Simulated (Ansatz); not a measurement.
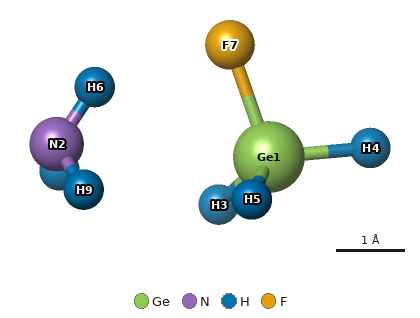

*The structure as given in the input (ball-and-stick view, seen at a tilt; atoms are numbered from 1 in the order of the input). Sticks mark near contacts.*

Geometry relaxation, with input and output: GeNH₆F

System: GeNH₆F.
Method: RKS B3LYP/def2-SVP (Ansatz 0.2.0).

It belongs to a series of runs on one base structure; here: end point B relaxed. Figures and captions count atoms from 1; the log counts them from 0 in places.

## Input
```yaml
crystal:
  periodic: [false, false, false]
  atoms:
    - { symbol: Ge, position_ang: [-0.761614, 1.035904, -0.319338] }
    - { symbol: "N", position_ang: [1.099054, -1.497443, 0.374603] }
    - { symbol: H, position_ang: [-1.572512, -0.234629, -0.611996] }
    - { symbol: H, position_ang: [-1.622929, 2.308437, -0.435462] }
    - { symbol: H, position_ang: [0.522777, 1.147508, -1.154139] }
    - { symbol: H, position_ang: [0.976684, -0.761557, 1.06892] }
    - { symbol: F, position_ang: [-0.28041, 0.99102, 1.378417] }
    - { symbol: H, position_ang: [0.18854, -1.906928, 0.185385] }
    - { symbol: H, position_ang: [1.45031, -1.082312, -0.486291] }
basis:
  gaussian: { orbitals: def2-SVP }
hamiltonian:
  xc: b3lyp
relax:
  f_tol: 0.03
  max_steps: 50
output:
  orbitals: {}
```

Launched with:
```bash
ansatz run input.yaml --threads 2 --pin off --max-ram 3072MiB --backend cpu --events-out ev --progress --plain --runs-dir out
```

## Log
```
The last accepted step is kept in [file] (removed where the run ends without a failure and the disk answers)
Engine: ansatz 0.2.0, aarch64-unknown-linux-gnu
Functional definition: B3LYP
  parameter a0 = 0.2
  parameter ax = 0.72
  parameter ac = 0.81
  exchange = (1 - a0 - ax)*slater_x + ax*b88_x + a0*exact_x
  correlation = (1 - ac)*vwn_rpa_c + ac*lyp_c
972 factors; integrals over basis functions are off by at most 4.6e-4 eV
mean field evaluation 1: about -60807.6799 eV, gradient 6.1e1 eV
mean field evaluation 2: about -60793.3358 eV, gradient 1.0e2 eV
mean field evaluation 4: about -60814.3308 eV, gradient 3.5e0 eV
mean field evaluation 8: about -60814.3627 eV, gradient 5.7e-2 eV
mean field -60814.36265605 eV, -2234.8866061543 hartree, gradient 3.7e-5 eV, S^2 0.000000; 0 other end points of the search recorded, 0 dependent functions left out
the calculation of the forces begins
reference -60814.36289678 eV, -2234.8866150009 hartree; 27, 27 occupied and 63, 63 virtual orbitals, 972 factors
relax step   1: F+E_penalty+E_count = -60814.36265605 eV  Δ(F+E_penalty+E_count) = +0.000e0 eV  max|allowed force component| = 2.330e-1 eV/Å  Δτ_max = 0.0000 Å  (23 SCF iters, accepted)
these checks for a lower state are left out or cut short: starts, cluster_reference, orbital_swaps, neighbouring_geometries, increment
972 factors; integrals over basis functions are off by at most 4.2e-4 eV
mean field evaluation 16: about -60814.3857 eV, gradient 9.7e-2 eV
mean field -60814.39655823 eV, -2234.8878520364 hartree, gradient 2.0e-5 eV, S^2 0.000000; 0 other end points of the search recorded, 0 dependent functions left out
the calculation of the forces begins
reference -60814.39680438 eV, -2234.8878610823 hartree; 27, 27 occupied and 63, 63 virtual orbitals, 972 factors
relax step   2: F+E_penalty+E_count = -60814.39655823 eV  Δ(F+E_penalty+E_count) = -3.390e-2 eV  max|allowed force component| = 1.826e-1 eV/Å  Δτ_max = 0.1961 Å  (28 SCF iters, accepted)
these checks for a lower state are left out or cut short: starts, cluster_reference, orbital_swaps, neighbouring_geometries, increment
972 factors; integrals over basis functions are off by at most 4.1e-4 eV
mean field -60814.39956734 eV, -2234.8879626193 hartree, gradient 7.2e-6 eV, S^2 0.000000; 0 other end points of the search recorded, 0 dependent functions left out
the calculation of the forces begins
reference -60814.39981275 eV, -2234.8879716378 hartree; 27, 27 occupied and 63, 63 virtual orbitals, 972 factors
relax step   3: F+E_penalty+E_count = -60814.39956734 eV  Δ(F+E_penalty+E_count) = -3.009e-3 eV  max|allowed force component| = 1.982e-1 eV/Å  Δτ_max = 0.0777 Å  (27 SCF iters, accepted)
these checks for a lower state are left out or cut short: starts, cluster_reference, orbital_swaps, neighbouring_geometries, increment
972 factors; integrals over basis functions are off by at most 3.9e-4 eV
mean field evaluation 32: about -60814.4031 eV, gradient 1.8e-5 eV
mean field -60814.40307167 eV, -2234.8880914008 hartree, gradient 7.3e-6 eV, S^2 0.000000; 0 other end points of the search recorded, 0 dependent functions left out
the calculation of the forces begins
reference -60814.40331780 eV, -2234.8881004462 hartree; 27, 27 occupied and 63, 63 virtual orbitals, 972 factors
relax step   4: F+E_penalty+E_count = -60814.40307167 eV  Δ(F+E_penalty+E_count) = -3.504e-3 eV  max|allowed force component| = 1.153e-1 eV/Å  Δτ_max = 0.0537 Å  (28 SCF iters, accepted)
these checks for a lower state are left out or cut short: starts, cluster_reference, orbital_swaps, neighbouring_geometries, increment
972 factors; integrals over basis functions are off by at most 3.9e-4 eV
mean field -60814.40364710 eV, -2234.8881125475 hartree, gradient 7.4e-6 eV, S^2 0.000000; 0 other end points of the search recorded, 0 dependent functions left out
the calculation of the forces begins
reference -60814.40389357 eV, -2234.8881216051 hartree; 27, 27 occupied and 63, 63 virtual orbitals, 972 factors
relax step   5: F+E_penalty+E_count = -60814.40364710 eV  Δ(F+E_penalty+E_count) = -5.754e-4 eV  max|allowed force component| = 4.186e-2 eV/Å  Δτ_max = 0.0231 Å  (28 SCF iters, accepted)
these checks for a lower state are left out or cut short: starts, cluster_reference, orbital_swaps, neighbouring_geometries, increment
972 factors; integrals over basis functions are off by at most 3.8e-4 eV
mean field -60814.40396144 eV, -2234.8881240996 hartree, gradient 7.4e-6 eV, S^2 0.000000; 0 other end points of the search recorded, 0 dependent functions left out
the calculation of the forces begins
reference -60814.40420823 eV, -2234.8881331686 hartree; 27, 27 occupied and 63, 63 virtual orbitals, 972 factors
relax step   6: F+E_penalty+E_count = -60814.40396144 eV  Δ(F+E_penalty+E_count) = -3.143e-4 eV  max|allowed force component| = 2.640e-3 eV/Å  Δτ_max = 0.0220 Å  (28 SCF iters, accepted)
these checks for a lower state are left out or cut short: starts, cluster_reference, orbital_swaps, neighbouring_geometries, increment
972 factors; integrals over basis functions are off by at most 3.7e-4 eV
mean field -60814.40408495 eV, -2234.8881286383 hartree, gradient 7.4e-6 eV, S^2 0.000000; 0 other end points of the search recorded, 0 dependent functions left out
the calculation of the forces begins
reference -60814.40433210 eV, -2234.8881377209 hartree; 27, 27 occupied and 63, 63 virtual orbitals, 972 factors
relax step   7: F+E_penalty+E_count = -60814.40408495 eV  Δ(F+E_penalty+E_count) = -1.235e-4 eV  max|allowed force component| = 2.572e-2 eV/Å  Δτ_max = 0.0339 Å  (28 SCF iters, accepted)
972 factors; integrals over basis functions are off by at most 3.7e-4 eV
mean field evaluation 64: about -60814.3946 eV, gradient 1.4e-1 eV
```

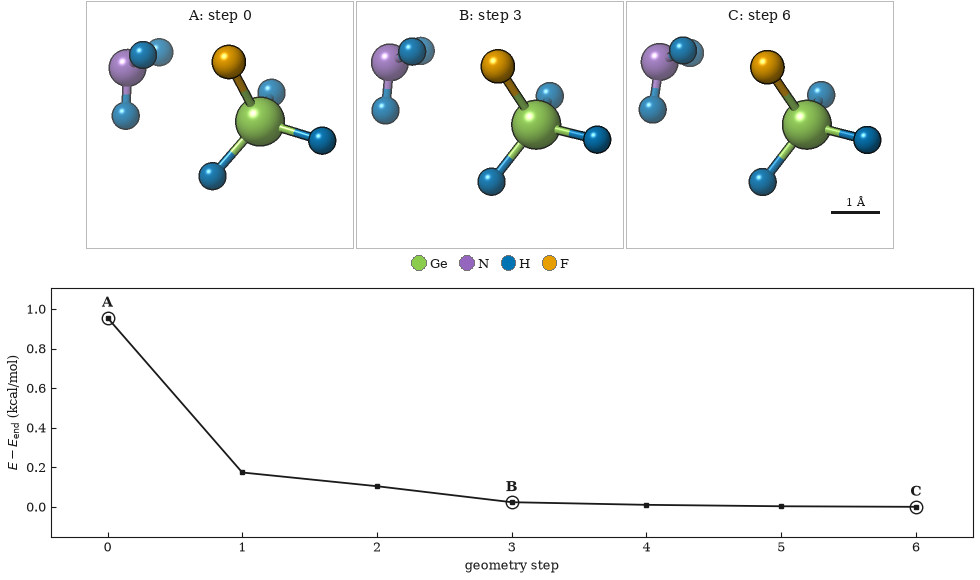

*Frames of the relaxation (ball-and-stick view, seen at a tilt) above the curves, on which the letters mark them (the first geometry is step 0 here and step 1 in the log).*

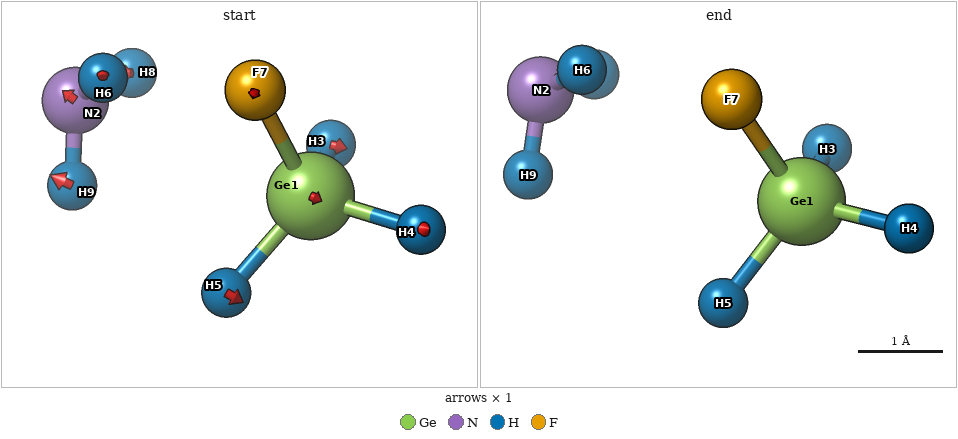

*Before (left) and after (right) the relaxation, at one scale (ball-and-stick view, seen at a tilt). The red arrows give the displacements, at true length.*

After 6 geometry steps the energy has fallen by 0.96 kcal/mol. The largest force component goes from 0.23 to 0.026 eV/Å. The atom that moves furthest after the best rigid fit is H9 (0.31 Å). By element the largest moves are H 0.31 Å, N 0.21 Å, Ge 0.16 Å, F 0.12 Å. Among the contacts that change: Ge1–F7 1.765 → 1.760 Å. Among the angles that change: H6–N2–H9 108.8° → 106.8°. (Atoms are counted from 1 in the order of the input.)

```
mean field -60814.40408495 eV, -2234.8881286383 hartree, gradient 7.4e-6 eV, S^2 0.000000; 1 other end points of the search recorded, 0 dependent functions left out
the calculation of the forces begins
reference -60814.40433210 eV, -2234.8881377209 hartree; 27, 27 occupied and 63, 63 virtual orbitals, 972 factors
Total energy: -60814.40433210 eV, -2234.8881377209 hartree
Atom 0 at    -0.856230     1.159671    -0.368526 Å, force     0.007584    -0.000394     0.001507 eV/Å
Atom 1 at     1.201375    -1.638169     0.487866 Å, force    -0.006738    -0.012843    -0.024037 eV/Å
Atom 2 at    -1.724418    -0.078146    -0.645480 Å, force    -0.000557     0.001919     0.002543 eV/Å
Atom 3 at    -1.684011     2.456158    -0.358828 Å, force    -0.003029     0.000229     0.000801 eV/Å
Atom 4 at     0.357974     1.259076    -1.305969 Å, force    -0.000959    -0.001585     0.001468 eV/Å
Atom 5 at     0.921868    -0.871735     1.102102 Å, force    -0.005199    -0.000715    -0.003935 eV/Å
Atom 6 at    -0.229632     0.994242     1.267476 Å, force    -0.003606     0.000448    -0.005993 eV/Å
Atom 7 at     0.342092    -2.063892     0.136608 Å, force     0.025720     0.019812     0.010965 eV/Å
Atom 8 at     1.670881    -1.217206    -0.315150 Å, force    -0.013216    -0.006870     0.016681 eV/Å
Dipole moment:    -0.346871     0.261527    -0.552987 e Å
```

## Trajectory as extended XYZ (Å, eV, eV/Å), 7 frames, from step=1 to step=7
```
9
Properties=species:S:1:pos:R:3:forces:R:3 step=1 energy=-60814.36266
Ge   -0.7616    1.0359   -0.3193   -0.0474   0.1577   0.1137
N     1.0991   -1.4974    0.3746    0.2330  -0.1563   0.0837
H    -1.5725   -0.2346   -0.6120   -0.0339   0.0252  -0.0102
H    -1.6229    2.3084   -0.4355   -0.0054  -0.0182  -0.0093
H     0.5228    1.1475   -1.1541   -0.0170   0.0265  -0.0266
H     0.9767   -0.7616    1.0689   -0.0176   0.0028  -0.0298
F    -0.2804    0.9910    1.3784   -0.0292  -0.0088  -0.1338
H     0.1885   -1.9069    0.1854   -0.0637  -0.0230  -0.0276
H     1.4503   -1.0823   -0.4863   -0.0189  -0.0058   0.0399
9
Properties=species:S:1:pos:R:3:forces:R:3 step=2 energy=-60814.39656
Ge   -0.8379    1.1462   -0.3467    0.0976  -0.0489   0.1488
N     1.1883   -1.6119    0.4344    0.0723  -0.0004   0.1788
H    -1.6568   -0.1182   -0.6470   -0.0186   0.0012  -0.0066
H    -1.6982    2.4192   -0.4284    0.0070   0.0073   0.0434
H     0.4331    1.2564   -1.2035   -0.0140   0.0126  -0.0243
H     1.0030   -0.8382    1.0779   -0.0046  -0.0713  -0.1367
F    -0.2955    1.0209    1.3292   -0.0705   0.0213  -0.1826
H     0.2945   -2.0474    0.2127   -0.0369   0.0255  -0.0253
H     1.5694   -1.2270   -0.4285   -0.0323   0.0526   0.0044
9
Properties=species:S:1:pos:R:3:forces:R:3 step=3 energy=-60814.39957
Ge   -0.8356    1.1424   -0.3628   -0.1291   0.1183  -0.1009
N     1.1987   -1.6170    0.4793   -0.0997  -0.1643  -0.1723
H    -1.6892   -0.1029   -0.6584    0.0361   0.0147  -0.0126
H    -1.6827    2.4300   -0.3583    0.0153  -0.0362  -0.0417
H     0.4014    1.2732   -1.2678   -0.0220  -0.0307   0.0080
H     0.9296   -0.8247    1.0562   -0.0200   0.1644   0.1982
F    -0.2580    0.9946    1.2870    0.0846  -0.0564   0.1272
H     0.3251   -2.0675    0.1945    0.1008   0.0080   0.0170
H     1.6107   -1.2281   -0.3695    0.0340  -0.0177  -0.0229
9
Properties=species:S:1:pos:R:3:forces:R:3 step=4 energy=-60814.40307
Ge   -0.8451    1.1519   -0.3673   -0.0369   0.0299  -0.0568
N     1.2023   -1.6296    0.4783   -0.0373   0.1153   0.0183
H    -1.6949   -0.0940   -0.6679    0.0045   0.0144  -0.0013
H    -1.6890    2.4404   -0.3602    0.0159  -0.0276  -0.0077
H     0.3859    1.2725   -1.2812   -0.0153  -0.0022   0.0021
H     0.9522   -0.8523    1.0964    0.0430  -0.0859  -0.0622
F    -0.2458    0.9822    1.2755    0.0228  -0.0043   0.0633
H     0.3217   -2.0564    0.1873    0.0052  -0.0191  -0.0014
H     1.6126   -1.2149   -0.3608   -0.0020  -0.0204   0.0456
9
Properties=species:S:1:pos:R:3:forces:R:3 step=5 energy=-60814.40365
Ge   -0.8492    1.1557   -0.3656   -0.0073   0.0113  -0.0252
N     1.2019   -1.6340    0.4800   -0.0157   0.0419  -0.0039
H    -1.6997   -0.0897   -0.6638   -0.0005   0.0041   0.0046
H    -1.6922    2.4433   -0.3644    0.0062  -0.0093   0.0033
H     0.3796    1.2725   -1.2821   -0.0052  -0.0005   0.0003
H     0.9522   -0.8552    1.0931    0.0155  -0.0232  -0.0111
F    -0.2460    0.9891    1.2779    0.0040  -0.0022   0.0141
H     0.3227   -2.0550    0.1774    0.0026  -0.0142  -0.0029
H     1.6306   -1.2266   -0.3525    0.0003  -0.0077   0.0208
9
Properties=species:S:1:pos:R:3:forces:R:3 step=6 energy=-60814.40396
Ge   -0.8517    1.1583   -0.3673   -0.0010  -0.0026   0.0015
N     1.2018   -1.6350    0.4826    0.0019  -0.0002   0.0003
H    -1.7097   -0.0842   -0.6546   -0.0014   0.0016  -0.0007
H    -1.6890    2.4488   -0.3627    0.0015   0.0005   0.0002
H     0.3713    1.2669   -1.2921   -0.0021   0.0004  -0.0009
H     0.9377   -0.8631    1.0969   -0.0018  -0.0006   0.0013
F    -0.2397    0.9926    1.2739    0.0012   0.0007  -0.0017
H     0.3333   -2.0636    0.1610   -0.0006  -0.0001  -0.0014
H     1.6458   -1.2208   -0.3377    0.0023   0.0003   0.0014
9
Properties=species:S:1:pos:R:3:forces:R:3 step=7 energy=-60814.40409
Ge   -0.8562    1.1597   -0.3685    0.0076  -0.0004   0.0015
N     1.2014   -1.6382    0.4879   -0.0067  -0.0128  -0.0240
H    -1.7244   -0.0781   -0.6455   -0.0006   0.0019   0.0025
H    -1.6840    2.4562   -0.3588   -0.0030   0.0002   0.0008
H     0.3580    1.2591   -1.3060   -0.0010  -0.0016   0.0015
H     0.9219   -0.8717    1.1021   -0.0052  -0.0007  -0.0039
F    -0.2296    0.9942    1.2675   -0.0036   0.0004  -0.0060
H     0.3421   -2.0639    0.1366    0.0257   0.0198   0.0110
H     1.6709   -1.2172   -0.3151   -0.0132  -0.0069   0.0167
```

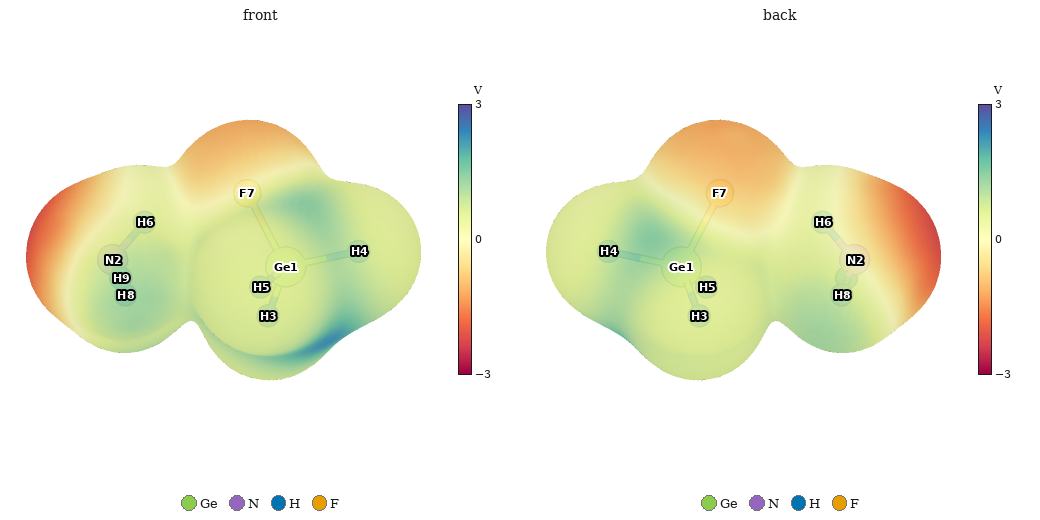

*The molecular electrostatic potential painted on the density surface at 0.002 e/bohr³, seen at a tilt and from behind; the colour scale runs from red (negative) to blue (positive).*

A positive charge is drawn to the negative regions and a negative charge to the positive ones.

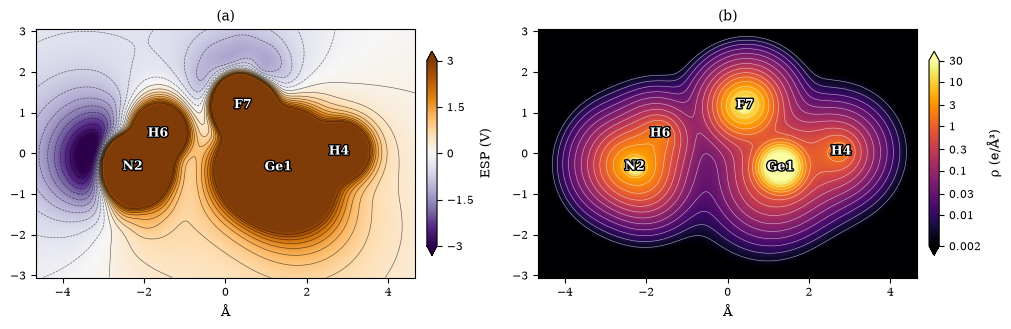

*(a) molecular electrostatic potential; (b) electron density on the plane of atoms H4, Ge1 and F7.*

The plane passes through Ge, N, H and F nuclei. F7···H6 (2.20 Å): ρ is about 0.16 e/Å³ halfway, with its minimum of 0.1 e/Å³ about 1.3 Å from F (by its geometry a hydrogen bond between the two molecules, with no shared pair). Ge–F (1.76 Å): ρ is about 0.86 e/Å³ halfway. Ge–H (1.54 Å): ρ is about 1.1 e/Å³ halfway, with its minimum of 0.9 e/Å³ about 0.9 Å from Ge.

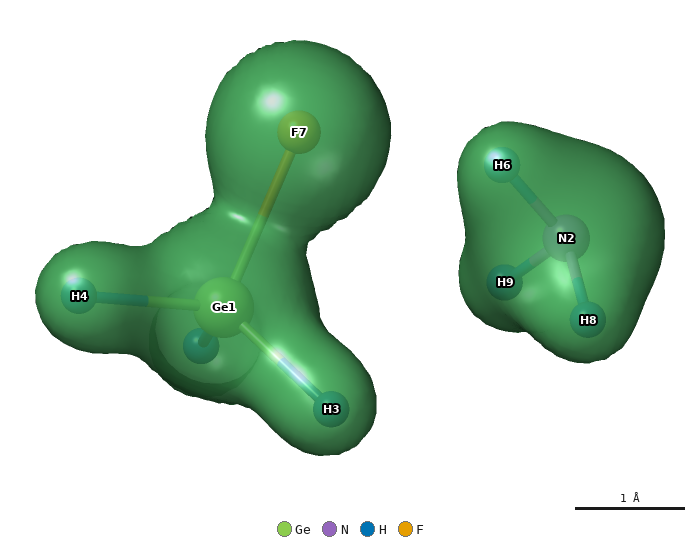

*Isosurface of the total electron density at 0.5 e/Å³ (green), seen at an oblique angle.*

At this value the surface falls into two separate pieces. It is pinched off along the F···H (2.20 Å) contacts. On the grid the lowest density along these lines, outside the cores, is 0.1 e/Å³ (F···H, 2.20 Å), 0.84 e/Å³ (Ge–F, 1.76 Å), 2.2 e/Å³ (N–H, 1.02 Å) and 0.9 e/Å³ (Ge–H, 1.54 Å).

## Results in brief

| quantity | value |
| --- | --- |
| outcome | converged |
| total energy | −60814.4043 eV |
| mean-field energy | −60814.4043 eV |
| largest force (length of the vector) at the end | 0.034 eV/Å |
| hardware | 2 threads of Arm Neoverse V2, 24 GiB of memory available, shared host |
| wall time | 13 s (CPU time 24 s) |
| peak memory | 0.18 GiB |
